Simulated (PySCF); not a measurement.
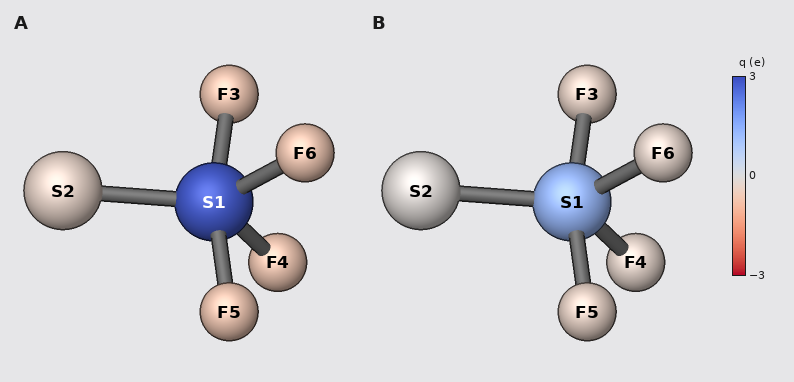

Atomic charges of one calculation by 2 schemes, on one colour scale. Computed geometry: PBE0/def2-SVP optimisation. Level of theory: PBE0/def2-SVP (PySCF 2.14.0).

### The schemes are Mulliken, atomic polar tensor. Which panel shows which?

A atomic polar tensor, B Mulliken.

List the charges (e), one line for each set of equivalent atoms.

| atom | atomic polar tensor | Mulliken |
| --- | --- | --- |
| S1 | 2.79 | 1.23 |
| S2 | −0.30 | −0.09 |
| F3, F5 | −0.63 | −0.32 |
| F4, F6 | −0.62 | −0.25 |
